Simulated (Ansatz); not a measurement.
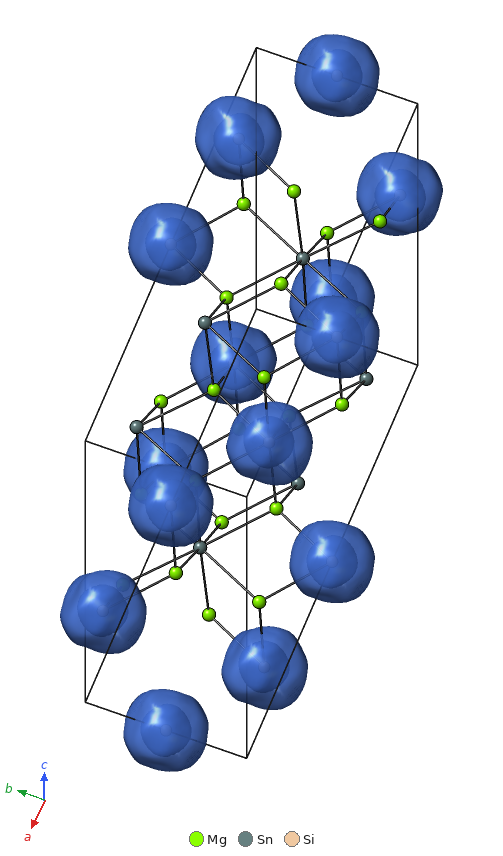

*Mg$_{10}$Si$_{3}$Sn$_{2}$. Isosurface of the electron localisation function at 0.75 (blue), seen at an oblique angle. Core shells and regions of very low density are left out. Sticks mark near contacts.*

Space group C2/m; a generated structure, not necessarily the stable one.

Level of theory: DFT PBEsol, scalar-relativistic, plane waves, PAW in Ansatz.

Q: Describe the localisation domains.

A: At this value the surface marks out six regions wrapped around Si (the valence shell of each), counted in one cell of 30 atoms. Any copies at cell faces, edges or corners count once. Profiles from the grid: Mg–Si (2.74 Å): the ELF peaks at about 0.85 in the valence shell of Si, 1.1 Å from its nucleus, and is about 0.80 at the midpoint. Mg–Sn (2.87 Å): the ELF peaks at about 0.65 in the valence shell of Sn, 1.5 Å from its nucleus, and is about 0.65 at the midpoint.
